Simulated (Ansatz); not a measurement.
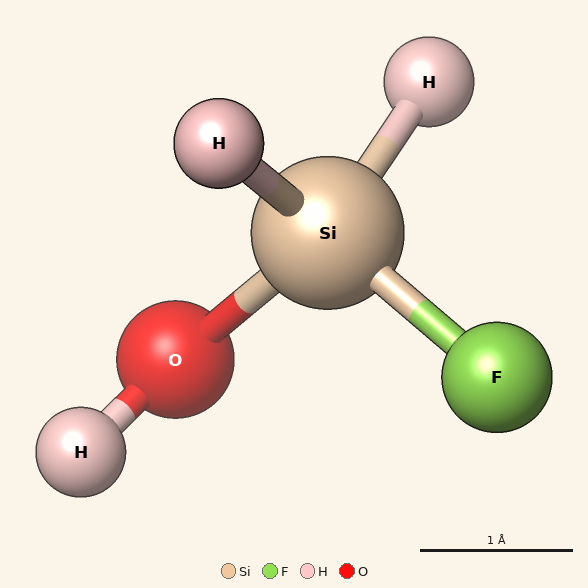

Distant atoms are faded towards the background colour. The computed structure is the end point of a PBE0-D4/def2-TZVP optimisation. Masses are those of the most abundant isotopes; constants are for the rigid equilibrium geometry.

**What kind of rotor is it, and what are its rotational constants in GHz?**

An asymmetric top (C1): A = 24.2, B = 7.45, C = 6.21 GHz. Ray's parameter κ is −0.86, close to the prolate limit.
